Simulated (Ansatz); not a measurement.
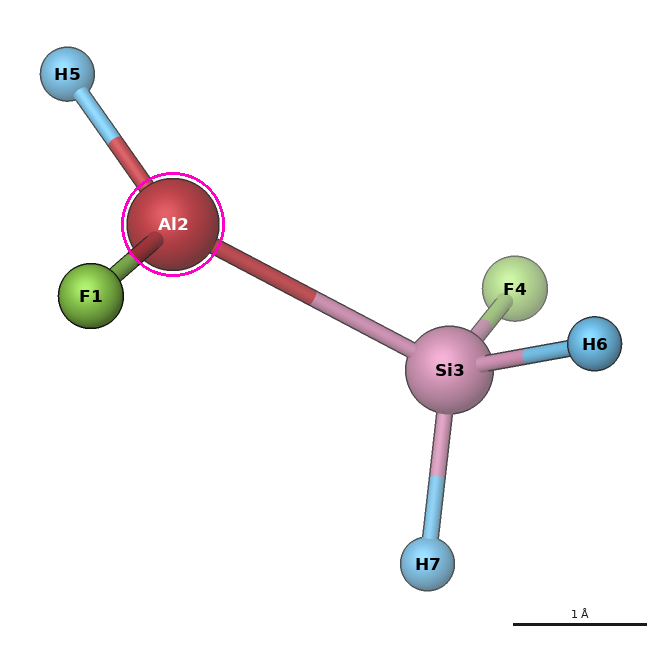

Orthographic view. Atoms fade into the background with distance from the viewer. The geometry was computed by an optimisation with PBE0-D4/def2-TZVP. No frequency run is at hand to confirm it as a minimum.

Question: Which atoms are bonded to the circled atom?

Answer: The circled atom is Al2; it is bonded to F1, Si3, H5.

Question: Which atom is nearest the viewer?

Answer: F1, 1.8 Å in front of the mean position.

Question: Of Si3 and H6, which is nearer the viewer?

Answer: H6; the bond to Si3 points away from the viewer, so it looks shorter than its 1.49 Å.

Question: Which atom is farthest from the viewer?

Answer: F4, 1.7 Å behind the mean position.
